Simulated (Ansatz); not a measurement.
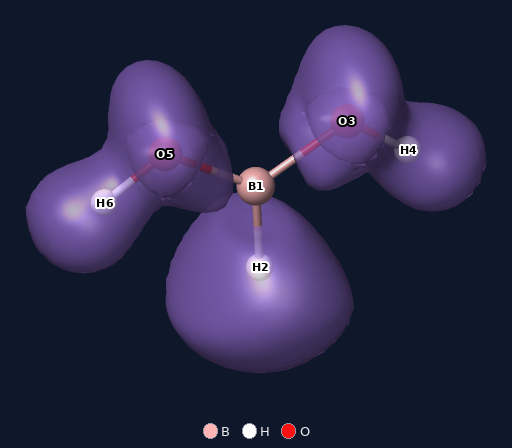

BH$_{3}$O$_{2}$. Isosurface of the ELF at 0.75 (purple), seen at a tilt. Only the valence region is drawn (cores and ρ < 0.01 e/Å³ removed).

Not at a stationary point (largest force 1.2 eV/Å).

The calculation used Ansatz 0.2.0, RKS PBE0/def2-SVP.

```xyz
6

B     0.1893   -0.2985    0.1010
H     0.1034   -0.3175    1.2955
O     1.4349   -0.3209   -0.4811
H     2.1335   -0.3572    0.1759
O    -0.8807   -0.2564   -0.7229
H    -1.7149   -0.2482   -0.2480
```

**Where are the electrons localised?**

At this value the surface marks out one region around a hydrogen nucleus and two joined regions spread over several atoms (H, O), in which their bonds and any lone pairs are merged.

Values along the shortest contacts:
B–O (1.35 Å): the ELF peaks at about 0.90 between the atoms (a short, strongly polar bond). O–H (0.96 Å): the ELF climbs to about 1 towards the hydrogen, as it does in any bond to H (a covalent bond by its length).
